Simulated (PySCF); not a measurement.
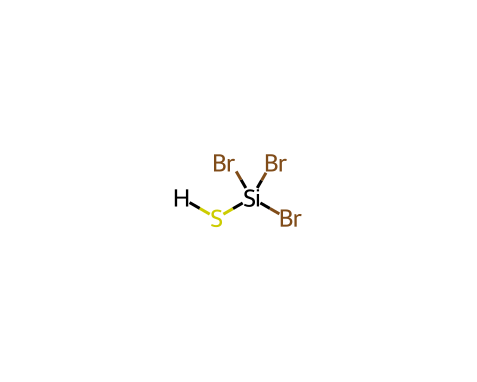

The drawing above gives the connectivity. Computed geometry: GFN2-xTB optimisation. No frequency run is at hand to confirm it as a minimum.

What does the molecule look like in three dimensions?

It has 6 atoms: 3 bromine, 1 hydrogen, 1 sulfur and 1 silicon (Br3HSSi). As SMILES it reads `S[Si](Br)(Br)Br`. It has no ring. This geometry has Cs symmetry. Coordination: 1 S bent; 1 Si tetrahedral.

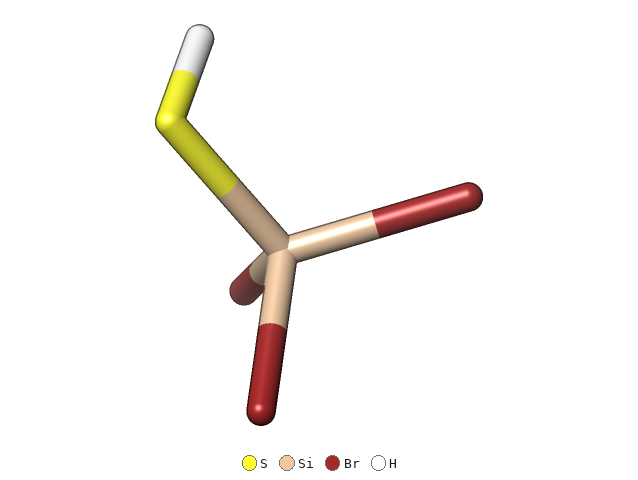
